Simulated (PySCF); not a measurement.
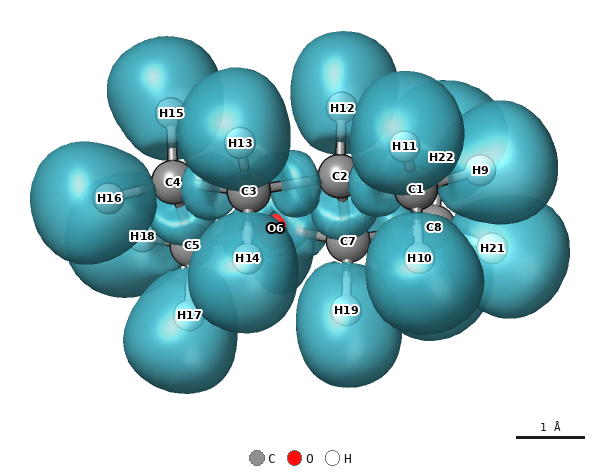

Figure 1: C$_{7}$H$_{14}$O. Isosurface of the electron localisation function at 0.75 (cyan), seen from one side. Only the valence region is drawn (cores and ρ < 0.01 e/Å³ removed).

Geometry: GFN2-xTB.

These are results of PBE0/pcSseg-1, SCF density, gas phase, non-relativistic in PySCF 2.14.0, not measurements.

```xyz
22

C     1.8803   -0.8445    0.6884
C     0.7833   -0.1698   -0.1291
C     0.7500    1.3350    0.1609
C    -0.3822    1.9950   -0.6202
C    -1.6898    1.2706   -0.3055
O    -1.6065   -0.1019   -0.5961
C    -0.6074   -0.7642    0.1624
C    -0.7135   -2.2446   -0.1852
H     2.0003   -1.8861    0.4051
H     1.6471   -0.7984    1.7505
H     2.8290   -0.3377    0.5246
H     0.9876   -0.3141   -1.1959
H     1.7078    1.7867   -0.1059
H     0.5928    1.4897    1.2321
H    -0.1828    1.9186   -1.6907
H    -0.4732    3.0496   -0.3570
H    -1.9408    1.4131    0.7591
H    -2.5112    1.6534   -0.9156
H    -0.8285   -0.6241    1.2373
H    -1.7548   -2.5473   -0.1162
H    -0.1240   -2.8454    0.4998
H    -0.3741   -2.4142   -1.2034
```

**What do the ELF domains correspond to?**

At this value the surface marks out six regions between bonded C–C atoms (shared pairs), 14 regions around hydrogen nuclei and one region on O in which the atom's valence shell and bonds are merged.

Values along the shortest contacts:
C–O (1.41 Å): the ELF peaks at about 0.90 between the atoms, as expected for a shared but strongly polarised pair. C–C (1.52 Å): the ELF peaks at about 0.95 between the atoms; localised, covalent bonding.
